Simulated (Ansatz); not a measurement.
# Calculations on SiH3Br and related structures

## 1. Relaxation

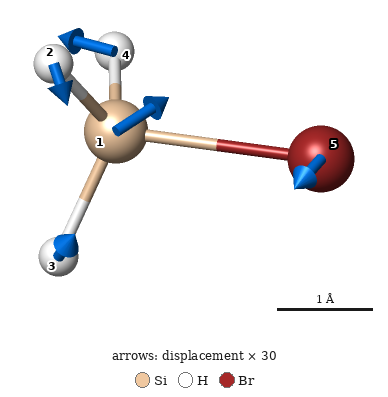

A relaxation of SiH3Br. The starting structure is drawn; blue arrows show the displacements, 30 times their true length. The two geometries are superimposed by the best rigid fit.

A ball-and-stick model, seen from a free direction.

It is one of the separated products of a reaction.

These are results of Ansatz 0.2.0, RKS PBE0-D4/def2-TZVP, not measurements.

Input file:
```yaml
crystal:
  periodic: [false, false, false]
  atoms:
    - {symbol: Si, position_ang: [-0.531339, 0.131257, -1.135869]}
    - {symbol: H, position_ang: [-1.475188, -0.575406, -0.245695]}
    - {symbol: H, position_ang: [0.693046, -0.648376, -1.402628]}
    - {symbol: H, position_ang: [-1.205265, 0.493133, -2.405847]}
    - {symbol: Br, position_ang: [0.042483, 2.068152, -0.175333]}
basis:
  gaussian: {orbitals: def2-TZVP}
hamiltonian: {xc: pbe0, dispersion: d4}
relax: {f_tol: 0.005, max_steps: 200}
```

Command:
```bash
ansatz run in.yaml --threads 4 --pin off --events-out ev --progress --plain --max-ram 9574MiB
```

What did the optimiser do to the structure, and how much energy did it gain?

The energy falls by 0.19 kcal/mol in 3 geometry steps. The largest force component goes from 0.47 to 0.0025 eV/Å. The atom that moves furthest after the best rigid fit is Si1 (0.026 Å). Largest moves by element: Si 0.026 Å, H 0.025 Å, Br 0.020 Å. Among the contacts that change: Si1–Br5 2.237 → 2.219 Å. Among the angles between lasting bonds that change: H4–Si1–Br5 105.8° → 108.4°, H2–Si1–H3 112.7° → 110.5°. Cost: 4.5 s on 4 threads of Arm Neoverse V1, on a shared host.

## 2. Relaxation

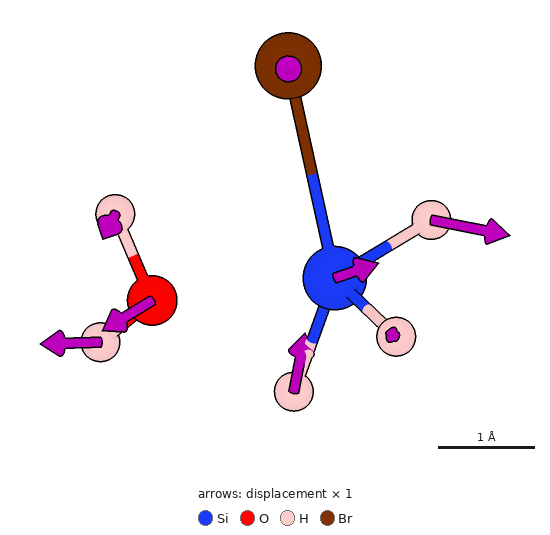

A relaxation of SiH$_{5}$OBr (started from a transition state, displaced along its imaginary mode). The starting structure is drawn; purple arrows show the displacements, at their true length. The two geometries are superimposed by the best rigid fit.

A ball-and-stick model, seen at a tilt.

Level of theory: RKS PBE0-D4/def2-TZVP (Ansatz 0.2.0). Set-up: force threshold 0.005 eV/Å; at most 200 steps.

What happened in the run?

The energy falls by 17.6 kcal/mol in 17 accepted moves (19 points after the start). Largest force component: 1.1 eV/Å at the start, 0.0013 eV/Å at the end. The line search rejected the trial steps at points 9, 14 of the run. The largest move after the best rigid fit is that of an H atom, 0.89 Å. Largest moves by element: H 0.89 Å, O 0.71 Å, Br 0.60 Å, Si 0.53 Å. Near-neighbour distances that change, for instance: O–Si 2.010 → 3.191 Å, Br–O 2.829 → 3.433 Å, Br–Si 2.385 → 2.237 Å, H–Si 1.533 → 1.477 Å. Bond angles that change, for instance: H–Si–Br 147.0° → 108.6°, H–Si–Br 87.9° → 105.8°, H–Si–H 97.5° → 110.0°. Cost: 42 s on 4 threads of Arm Neoverse V1, on a shared host.

## 3. Reaction

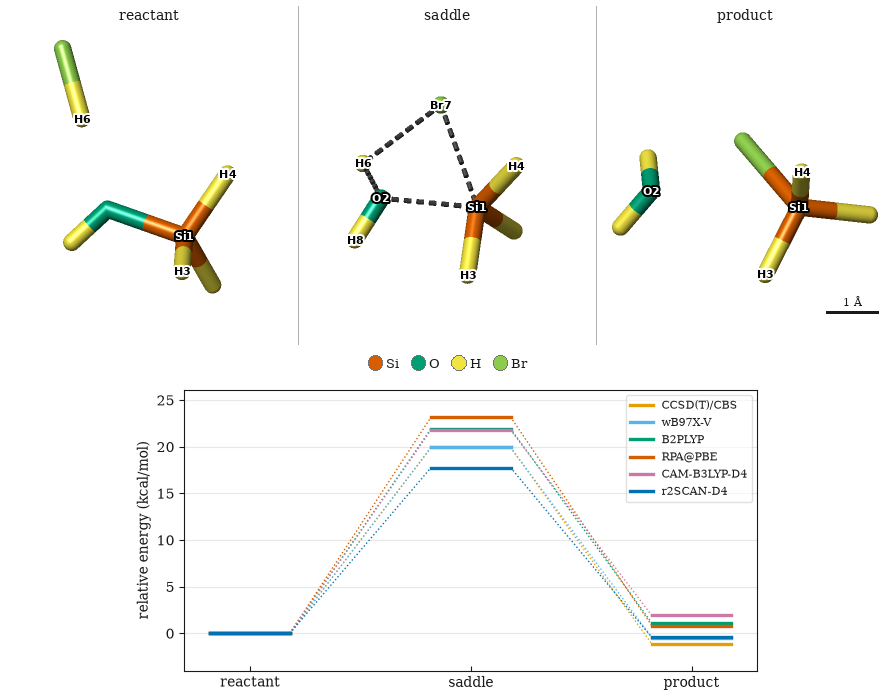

A reaction step of SiH₅OBr, with its energy diagram. Style: stick. Shown at a tilt. Dashed sticks mark bonds that form or break.

Stationary points at PBE0-D4/def2-TZVP, single-point energies with CCSD(T)/CBS, wB97X-V, B2PLYP, RPA@PBE, CAM-B3LYP-D4, r2SCAN-D4 (def2-TZVPP where no basis is named; Ansatz 0.2.0). The energies are electronic, without zero-point or thermal terms, and both ends are the minima reached downhill from the saddle, with any fragments still in contact. CCSD(T)/CBS stands for a frozen-core estimate: MP2 correlation extrapolated from def2-TZVPP and def2-QZVPP, CCSD(T) minus MP2 from the smaller set.

Describe the step and its energetics.

Answer. Counted by bonded pieces, the reactant holds HBr + SiH₄O and the product holds H₂O + SiH₃Br. From the reactant over the saddle to the product, bonds form: Br–Si (4.50 → 2.51 → 2.24 Å), H–O (1.87 → 0.99 → 0.96 Å). Bonds break: O–Si (1.66 → 1.93 → 3.19 Å), Br–H (1.44 → 2.22 → 2.79 Å). The saddle has one imaginary mode, 199i cm⁻¹. With CCSD(T)/CBS the barrier is 19.9 kcal/mol from the reactant and 21.1 kcal/mol from the product, and the product lies 1.1 kcal/mol below the reactant.

```tsv
level	barrier from the reactant (kcal/mol)	barrier from the product (kcal/mol)	the product less the reactant (kcal/mol)
CCSD(T)/CBS	19.9	21.1	−1.1
wB97X-V	19.9	20.4	−0.5
B2PLYP	21.9	20.8	1.1
RPA@PBE	23.2	22.4	0.8
CAM-B3LYP-D4	21.8	19.9	1.9
r2SCAN-D4	17.8	18.2	−0.4
```

Against CCSD(T)/CBS, wB97X-V comes closest on the barrier from the reactant (0.0 kcal/mol) and RPA@PBE misses most (+3.2 kcal/mol).
